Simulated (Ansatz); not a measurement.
System: CH6Si···H2.

Input

```
crystal:
  periodic: [false, false, false]
  atoms:
    - {symbol: Si, position_ang: [-0.408220, -1.013269, 0.025866]}
    - {symbol: H, position_ang: [0.763546, 1.066122, -2.390827]}
    - {symbol: H, position_ang: [0.799970, -1.446303, -0.727855]}
    - {symbol: H, position_ang: [-0.938849, -2.189159, 0.767692]}
    - {symbol: H, position_ang: [-1.437159, -0.581744, -0.958894]}
    - {symbol: H, position_ang: [0.925940, 1.782106, -2.256203]}
    - {symbol: C, position_ang: [0.008871, 0.379243, 1.202472]}
    - {symbol: H, position_ang: [0.763477, 0.062858, 1.925883]}
    - {symbol: H, position_ang: [-0.877655, 0.699208, 1.754324]}
    - {symbol: H, position_ang: [0.400080, 1.241037, 0.657643]}
basis:
  gaussian: {orbitals: def2-TZVPP}
hamiltonian: {xc: pbe0, dispersion: d4}
output: {orbitals: {seedname: orbitals}}
```

Run with:

```sh
ansatz run in.yaml --threads 2 --pin off --events-out ev --progress --plain --max-ram 4352MiB
```

The product side of a reaction path; geometry: PBE0-D4/def2-TZVP.

All numbers below come from RKS PBE0-D4/def2-TZVPP (Ansatz 0.2.0).

What will maps of the electron density and electron localisation function show?

Answer. Si1···H2 (3.40 Å): the density falls to about 0.02 e/Å³ on the way; the ELF dips to about 0 between them; a non-bonded, intermolecular contact.
C–Si (1.87 Å): the density is about 0.96 e/Å³ at the midpoint; the ELF peaks at about 0.95 between the atoms; a shared electron pair.
H–H (0.75 Å): ρ at the midpoint is about 1.8 e/Å³; the ELF is about 1 at the midpoint.
C–H (1.09 Å): the density is about 2 e/Å³ at the midpoint; the ELF climbs to about 1 towards the hydrogen, as it does in any bond to H; an ordinary covalent bond to hydrogen.

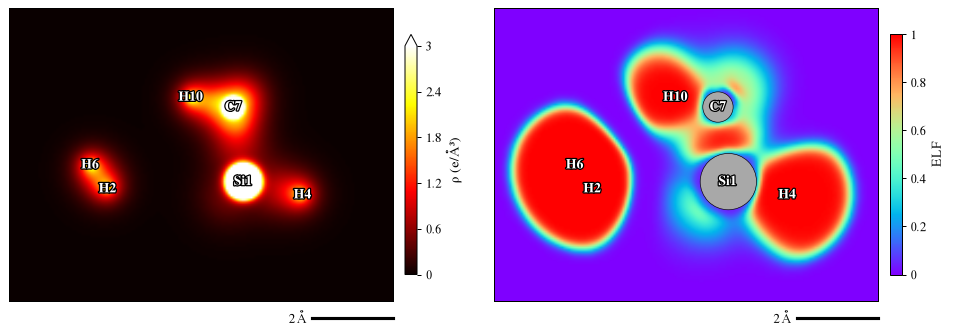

Computed electron density and electron localisation function on the plane of atoms H4, Si1 and C7, in this order. Grey discs cover the atomic cores in the ELF map. 
